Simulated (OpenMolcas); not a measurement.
Single-point calculation of C$_{2}$H$_{2}$O$_{2}$

The run: single-point calculation of C$_{2}$H$_{2}$O$_{2}$. Method and program: MP2/ANO-RCC-MB, RHF, DKH2 (OpenMolcas 26.06).

The geometry comes from this level: GFN2-xTB.

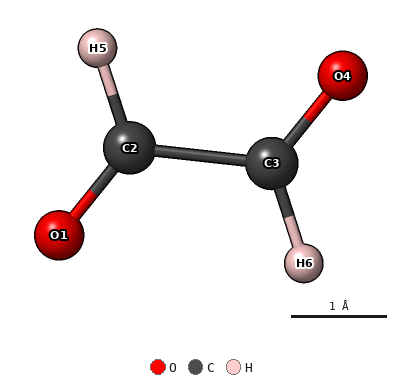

**Figure 1.** The structure as given in the input (ball-and-stick view, seen on its broad side; atoms are numbered from 1 in the order of the input). Bond lengths as drawn: C–C 1.52 Å, C–H 1.10 Å and C–O 1.20 Å.

## The input
```
* C2H2O2 MP2

&GATEWAY
  Coord = mol.xyz
  Basis = ANO-RCC-MB
  Group = NoSym

&SEWARD

&SCF
  PrOrbitals = 1 1

&MBPT2
  Frozen = 4
```

## File mol.xyz
```
6

O      1.160280    -0.292310    -1.252950
C      0.524210     0.320590    -0.445230
C     -0.525050    -0.320280     0.443690
O     -1.134890     0.285280     1.277120
H      0.646420     1.404860    -0.274820
H     -0.670970    -1.398140     0.252180
```

Run as:
```bash
export MOLCAS_MEM=1860
pymolcas job.inp > job.log
```

## The program's output
```
--- Start Module: gateway ---

                                              &GATEWAY

                       available to each process: 1.9 GB of memory, 1 thread

++    Symmetry information:
      ---------------------

                    Character Table for C1

                             E
                    a        1  x, y, xy, Rz, z, xz, Ry, yz, Rx, I
--

++    Basis set information:
      ----------------------

      Basis set label: O.ANO-RCC...2S1P.

      Electronic valence basis set:
      ------------------
      Associated Effective Charge   8.000000 au
      Associated Actual Charge      8.000000 au
      Nuclear Model: Point charge

      Shell  nPrim  nBasis  Cartesian Spherical Contaminant
         s      14       2        X
         p       9       1        X

      Basis set label: C.ANO-RCC...2S1P.

      Electronic valence basis set:
      ------------------
      Associated Effective Charge   6.000000 au
      Associated Actual Charge      6.000000 au
      Nuclear Model: Point charge

      Shell  nPrim  nBasis  Cartesian Spherical Contaminant
         s      14       2        X
         p       9       1        X

      Basis set label: O.ANO-RCC...2S1P.

      Electronic valence basis set:
      ------------------
      Associated Effective Charge   8.000000 au
      Associated Actual Charge      8.000000 au
      Nuclear Model: Point charge

      Shell  nPrim  nBasis  Cartesian Spherical Contaminant
         s      14       2        X
         p       9       1        X

      Basis set label: H.ANO-RCC...1S.

      Electronic valence basis set:
      ------------------
      Associated Effective Charge   1.000000 au
      Associated Actual Charge      1.000000 au
      Nuclear Model: Point charge

      Shell  nPrim  nBasis  Cartesian Spherical Contaminant
         s       8       1        X
--

++    Molecular structure info:
      -------------------------

                    ************************************************
                    **** Cartesian Coordinates / bohr, angstrom ****
                    ************************************************

     Center  Label                x              y              z                     x              y              z
        1      O1               2.192611      -0.552386      -2.367732              1.160280      -0.292310      -1.252950
        2      C2               0.990613       0.605827      -0.841363              0.524210       0.320590      -0.445230
        3      C3              -0.992201      -0.605241       0.838453             -0.525050      -0.320280       0.443690
        4      O4              -2.144631       0.539101       2.413407             -1.134890       0.285280       1.277120
        5      H5               1.221557       2.654801      -0.519335              0.646420       1.404860      -0.274820
        6      H6              -1.267950      -2.642102       0.476551             -0.670970      -1.398140       0.252180

                    ***************************************
                    *    InterNuclear Distances / bohr    *
                    ***************************************

               1 O1            2 C2            3 C3            4 O4            5 H5            6 H6
    1 O1       0.000000
    2 C2       2.261871        0.000000
    3 C3       4.519452        2.867057        0.000000
    4 O4       6.546931        4.519705        2.262321        0.000000
    5 H5       3.826953        2.086942        4.167995        4.940484        0.000000
    6 H6       4.942908        4.169778        2.087058        3.826230        5.936885        0.000000

                    *******************************************
                    *    InterNuclear Distances / angstrom    *
                    *******************************************

               1 O1            2 C2            3 C3            4 O4            5 H5            6 H6
    1 O1       0.000000
    2 C2       1.196931        0.000000
    3 C3       2.391591        1.517181        0.000000
    4 O4       3.464487        2.391725        1.197169        0.000000
    5 H5       2.025136        1.104362        2.205608        2.614391        0.000000
    6 H6       2.615674        2.206551        1.104423        2.024753        3.141664        0.000000

                    **************************************
                    *    Valence Bond Angles / degree    *
                    **************************************
                          Atom centers                 Phi
                      1 O1       2 C2       3 C3       123.13
                      1 O1       2 C2       5 H5       123.23
                      3 C3       2 C2       5 H5       113.63
                      2 C2       3 C3       4 O4       123.13
                      2 C2       3 C3       6 H6       113.70
                      4 O4       3 C3       6 H6       123.17

           ***************************************************************
           *              Valence Dihedral Angles / degree               *
           ***************************************************************
                    Atom centers                       Phi1     Phi2     Theta
           1 O1       2 C2       3 C3       4 O4        123.13   123.13   177.86
           1 O1       2 C2       3 C3       6 H6        123.13   113.70    -1.95
           5 H5       2 C2       3 C3       6 H6        113.63   113.70   178.17
           4 O4       3 C3       2 C2       5 H5        123.13   113.63    -2.03
--

            Nuclear Potential Energy            102.22723872 au

--- Stop Module: gateway /rc=_RC_ALL_IS_WELL_ ---

--- Start Module: seward ---

                                              &SEWARD

                       available to each process: 1.9 GB of memory, 1 thread

               SEWARD will generate:
                  Multipole Moment integrals up to order  2
                  Kinetic Energy integrals
                  Nuclear Attraction integrals (point charge)
                  One-Electron Hamiltonian integrals
                  Velocity integrals
                  Relativistic Douglas-Kroll-Hess integrals:
                    - Parametrization         : EXP
                    - DKH order of Hamiltonian: 2
                    - DKH order of Properties : 0
                         - multipole moment operators
                         - electric potential operators
                         - contact operators
                  Orbital angular momentum around (  0.0121  -0.0033   0.0112 )
                  Velocity quadrupole around (  0.0121  -0.0033   0.0112 )
                  Atomic mean-field integrals
                  Two-Electron Repulsion integrals

                   Integrals are discarded if absolute value <: 1.00E-14
                   Integral cutoff threshold is set to       <: 1.00E-16

            Nuclear Potential Energy            102.22723872 au

      Basis set specifications :
      Symmetry species         a
      Basis functions           22

--- Stop Module: seward /rc=_RC_ALL_IS_WELL_ ---
--- Module seward spent 1 second ---

--- Start Module: scf ---

                                                &SCF

                       available to each process: 1.9 GB of memory, 1 thread

++    Input section:
      --------------

      Header of the integral files:

      Cartesian coordinates in angstrom:
      -----------------------------------------------------
      No.  Label        X            Y            Z
      -----------------------------------------------------
       1   O1         1.16028000  -0.29231000  -1.25295000
       2   C2         0.52421000   0.32059000  -0.44523000
       3   C3        -0.52505000  -0.32028000   0.44369000
       4   O4        -1.13489000   0.28528000   1.27712000
       5   H5         0.64642000   1.40486000  -0.27482000
       6   H6        -0.67097000  -1.39814000   0.25218000
      -----------------------------------------------------
      Nuclear repulsion energy =  102.22723872
--

++    Orbital specifications:
      -----------------------

      Symmetry species               1
                                     a
      Frozen orbitals                0
      Occupied orbitals             15
      Secondary orbitals             7
      Deleted orbitals               0
      Total number of orbitals      22
      Number of basis functions     22
--

      Molecular charge                           0.000

++    Optimization specifications:
      ----------------------------

      SCF Algorithm: Conventional
      Minimized density differences are used
      Number of density matrices in core                 5
      Maximum number of NDDO SCF iterations            400
      Maximum number of HF SCF iterations              400
      Threshold for SCF energy change             1.00E-09
      Threshold for density matrix                1.00E-04
      Threshold for Fock matrix                   1.50E-04
      Threshold for linear dependence             1.00E-09
      Threshold at which DIIS is turned on        1.50E-01
      Maximum depth in the DIIS procedure                5
      Maximum depth in the BFGS Hessian update          30
      Threshold at which QNR/C2DIIS is turned on  7.50E-02
      Threshold for Norm(delta) (QNR/C2DIIS)      1.00E-03
      All orbitals punched on: SCFORB
--

      Input vectors read from INPORB
      Orbital file label: *Guess orbitals

++ Convergence information
                                   SCF        iterations: Energy and convergence statistics

Iter     Tot. SCF        One-elec.       Two-elec.     Energy      Max Dij or  Max Fij      DNorm      TNorm      AccCon     Time
         Energy          Energy          Energy        Change      Delta Norm                                                in Sec.
   1  -226.149925244  -508.880156080   180.502992115   0.00E+00    5.45E-01*   1.88E-01*    7.58E+00   5.86E+01   None         0.
   2  -226.353969275  -509.310765150   180.729557153  -2.04E-01*   3.22E-01*   1.20E-01*    2.47E+00   5.88E+01   EDIIS        0.
   3  -226.411836784  -509.724700740   181.085625234  -5.79E-02*   1.19E-01*   5.65E-02*    5.61E-01   5.88E+01   EDIIS        0.
   4  -226.437721572  -509.595727423   180.930767130  -2.59E-02*   7.19E-03*   1.37E-02*    8.32E-02   5.88E+01   c2DIIS       0.
   5  -226.441760243  -509.636135961   180.967136996  -4.04E-03*   2.28E-03*   1.18E-03*    1.11E-02   5.88E+01   QNRc2DIIS    0.
   6  -226.441776362  -509.636134915   180.967119832  -1.61E-05*   2.26E-03*   5.91E-04*    3.98E-03   5.88E+01   QNRc2DIIS    0.
   7  -226.441780371  -509.633999748   180.964980656  -4.01E-06*   3.05E-04    2.85E-04*    1.57E-03   5.88E+01   QNRc2DIIS    0.
   8  -226.441780704  -509.633904720   180.964885294  -3.33E-07*   1.75E-04    6.39E-05     1.16E-04   5.88E+01   QNRc2DIIS    0.
   9  -226.441780747  -509.633631019   180.964611550  -4.30E-08*   2.08E-05    4.50E-06     4.65E-05   5.88E+01   QNRc2DIIS    0.
  10  -226.441780748  -509.633658692   180.964639223  -5.33E-10    1.01E-05    2.21E-06     2.72E-04   5.88E+01   QNRc2DIIS    0.

       Convergence after  10 Iterations
--

 *****************************************************************************************************************************
 *                                             SCF/KS-DFT Program, Final results                                             *
 *                                                       Final Results                                                       *
 *****************************************************************************************************************************

::    Total SCF energy                               -226.4417807479
      One-electron energy                            -509.6336586920
      Two-electron energy                             180.9646392227
      Nuclear repulsion energy                        102.2272387214
      Kinetic energy (interpolated)                   226.8299551328
      Virial theorem                                    0.9982886988
      Total spin, S(S+1)                                0.0000000000
      Total spin, S                                     0.0000000000
      Max non-diagonal density matrix element           0.0000164833
      Max non-diagonal Fock matrix element              0.0000019844

      All orbitals with orbital energies smaller than  E(LUMO)+0.5 are printed

++    Molecular orbitals:
      -------------------

      Title: SCF orbitals

      Molecular orbitals for symmetry species 1: a

          Orbital            1         2         3         4         5         6         7         8         9        10
          Energy          -20.6920  -20.6918  -11.5377  -11.5372   -1.5185   -1.4990   -1.0197   -0.8652   -0.7630   -0.7374
          Occ. No.          2.0000    2.0000    2.0000    2.0000    2.0000    2.0000    2.0000    2.0000    2.0000    2.0000

          Orbital           11        12        13        14        15        16        17        18        19        20
          Energy           -0.6900   -0.6561   -0.5812   -0.5793   -0.4841    0.0239    0.1924    0.4088    0.5085    0.5175
          Occ. No.          2.0000    2.0000    2.0000    2.0000    2.0000    0.0000    0.0000    0.0000    0.0000    0.0000

--

++    Molecular charges:
      ------------------

      Mulliken charges per centre and basis function type
      ---------------------------------------------------

                O1      C2      C3      O4      H5      H6
      1s       2.0004  1.9999  1.9999  2.0004  0.7984  0.7984
      2s       1.8471  1.0945  1.0947  1.8471  0.0000  0.0000
      2px      1.4128  0.8619  0.8644  1.4140  0.0000  0.0000
      2pz      1.3375  0.8368  0.8366  1.3417  0.0000  0.0000
      2py      1.7573  1.0535  1.0510  1.7517  0.0000  0.0000
      Total    8.3550  5.8465  5.8467  8.3550  0.7984  0.7984

      N-E     -0.3550  0.1535  0.1533 -0.3550  0.2016  0.2016

      Total electronic charge=   30.000000

      Total            charge=   -0.000000
--

++    Static properties:
      ------------------

      LoProp Charges per center

                   O1       C2       C3       O4       H5       H6
      Nuclear      8.0000   6.0000   6.0000   8.0000   1.0000   1.0000
      Electronic  -8.2415  -5.8718  -5.8719  -8.2416  -0.8866  -0.8866

      Total       -0.2415   0.1282   0.1281  -0.2416   0.1134   0.1134
--

++    Natural Bond Order analysis
      ---------------------------
      Based on LoProp computed density
      -------------------------------------------------------------------------------------
      Atom A       Atom B       Bond Order
      -------------------------------------------------------------------------------------
      NBO located      0.998 non-bonded electrons on atom O1
      NBO located      0.996 non-bonded electrons on atom C2
      NBO located      0.996 non-bonded electrons on atom C3
      NBO located      0.998 non-bonded electrons on atom O4
      The remaining   12.711 electrons are to be considered as diffuse
--

++    Molecular properties:
      ---------------------

      Charge (e):
                      =   -0.0000
      Dipole Moment (debye):
      Origin of the operator (angstrom)=    0.0064   -0.0018    0.0060
                   X= -5.2948E-02               Y=  1.5105E-02               Z= -5.1224E-02           Total=  7.5203E-02
      Quadrupole Moment (debye*angstrom):
      Origin of the operator (angstrom)=    0.0064   -0.0018    0.0060
                  XX= -2.8320E+01              XY=  2.3485E+00              XZ=  5.1999E+00              YY= -2.3236E+01
                  YZ= -2.2083E+00              ZZ= -2.9935E+01
      In traceless form (debye*angstrom)
                  XX= -1.7351E+00              XY=  3.5228E+00              XZ=  7.7998E+00              YY=  5.8918E+00
                  YZ= -3.3124E+00              ZZ= -4.1567E+00
--

--- Stop Module: scf /rc=_RC_ALL_IS_WELL_ ---

--- Start Module: mbpt2 ---

                                               &MBPT2

                       available to each process: 1.9 GB of memory, 1 thread

WARNING!
Default frozen orbitals as non valence orbitals is overwritten by user input.
Default values:   4

      Cartesian coordinates in angstrom:
      -----------------------------------------------------
      No.  Label        X            Y            Z
      -----------------------------------------------------
       1   O1         1.16028000  -0.29231000  -1.25295000
       2   C2         0.52421000   0.32059000  -0.44523000
       3   C3        -0.52505000  -0.32028000   0.44369000
       4   O4        -1.13489000   0.28528000   1.27712000
       5   H5         0.64642000   1.40486000  -0.27482000
       6   H6        -0.67097000  -1.39814000   0.25218000
      -----------------------------------------------------
      Nuclear repulsion energy =  102.22723872

      Contents of RUNFILE file:
      -------------------------

      Symmetry species                           1
                                                 a
      Number of basis functions                 22
      Frozen occupied orbitals                   4
      Active occupied orbitals                  11
      Active external orbitals                   7
      Deleted external orbitals                  0

      Reference numbers of frozen occupied orbitals according to the original input sequence
      symmetry species 1                        1  2  3  4

      Energies of the active occupied orbitals

      symmetry species 1                    -1.518550     -1.498982     -1.019729     -0.865215     -0.762961
                                            -0.737427     -0.689969     -0.656104     -0.581225     -0.579280
                                            -0.484108

      Energies of the active external orbitals

      symmetry species 1                     0.023935      0.192389      0.408766      0.508512      0.517507
                                             0.630324      0.843414

      ********************************************************************************************************
      *                                               Results                                                *
      ********************************************************************************************************

 Conventional algorithm used...

       SCF energy                           =     -226.4417807479 a.u.
       Second-order correlation energy      =       -0.2005760877 a.u.

       Total energy                         =     -226.6423568356 a.u.
       Reference weight ( Cref**2 )         =        0.91151

::    Total MBPT2 energy                             -226.6423568356

       Zeroth-order energy (E0)             =      -45.4771415252 a.u.

       Shanks-type energy S1(E)             =     -226.6425793951 a.u.

       Data processing and timing information:

       Section                                              time(sec)
                                                          CPU  Elapsed

      Input data processing                              0.03      0.03
      Transformation of integrals                        0.01      0.01
      MBPT2 calculations (BJAI)                          0.00      0.00
      Total MBPT2 calculations                           0.04      0.04

--- Stop Module: mbpt2 /rc=_RC_ALL_IS_WELL_ ---

.##################.
.# Happy landing! #.
.##################.

    Timing: Wall=2.23 User=1.75 System=0.41
```

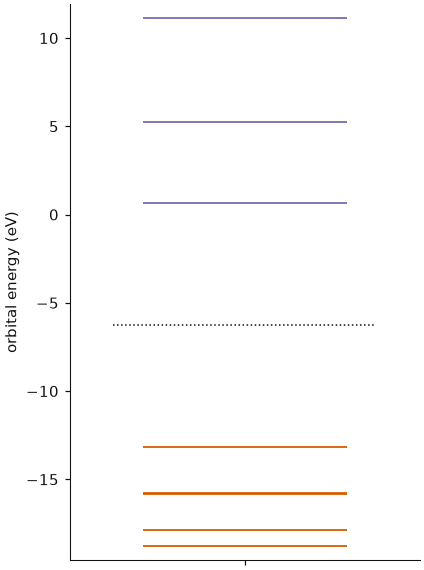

**Figure 2.** Orbital energies near the frontier (SCF reference); the dotted line parts filled from empty levels, and levels within 0.02 eV of each other stand side by side. Highest filled −13.17 eV, lowest empty 0.65 eV, 13.82 eV apart.

## Results in brief

```csv
quantity,value
outcome,converged
total energy,−226.642357 hartree
SCF energy,−226.441781 hartree
MP2 energy,−226.642357 hartree
correlation energy,−0.200576 hartree
basis functions,22
HOMO of the SCF reference,−13.17 eV
LUMO of the SCF reference,0.65 eV
hardware,"1 thread of Arm Neoverse V1, 24 GiB of memory available, shared host"
wall time,2.5 s
peak memory,0.38 GiB
```
